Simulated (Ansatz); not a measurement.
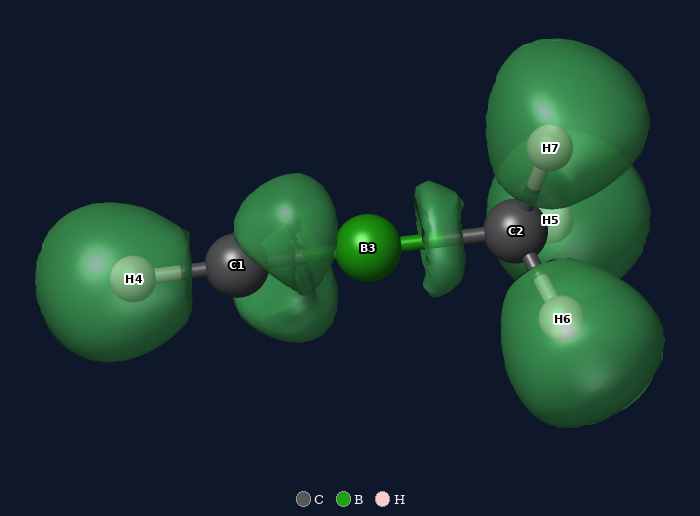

C₂H₄B (SMILES [CH]=BC) (doublet). Isosurface of the electron localisation function at 0.85 (green), seen at an oblique angle. Core shells and regions of very low density are left out.

Geometry: PBE0-D3(BJ)/def2-SVP.

The calculation used Ansatz 0.2.0, isolated molecule in a Gaussian basis; Kohn-Sham density functional theory, functional PBE0.

Input file:

```
crystal:
  periodic: [false, false, false]
  atoms:
    - {symbol: C, position_ang: [-2.200395, -1.748332, -0.066795]}
    - {symbol: C, position_ang: [-0.419447, 0.468891, -0.625688]}
    - {symbol: B, position_ang: [-1.370106, -0.701035, -0.341541]}
    - {symbol: H, position_ang: [-2.858045, -2.577220, 0.147937]}
    - {symbol: H, position_ang: [0.034856, 0.405115, -1.626245]}
    - {symbol: H, position_ang: [0.403252, 0.438396, 0.109804]}
    - {symbol: H, position_ang: [-0.916350, 1.445206, -0.517627]}
basis:
  gaussian: {orbitals: def2-TZVPD}
magnetization: {spin_polarized: true, initial_magnetization: 1}
hamiltonian: {xc: {name: PBE0}}
output: {forces: true, orbitals: {seedname: orbitals}}
```

Command:

```sh
ansatz run input.yaml --threads 1 --pin off --max-ram 2610MiB --events-out events.jsonl --progress --plain --runs-dir runs
```

Describe the localisation domains.

Answer. The ELF exceeds this value in two regions between bonded B–C atoms (shared pairs) and four regions around hydrogen nuclei. Profiles from the grid: C–B (1.36 Å): the ELF peaks at about 0.90 between the atoms (a covalent bond). C–H (1.08 Å): the ELF climbs to about 1 towards the hydrogen, as it does in any bond to H; a covalent bond by its length.
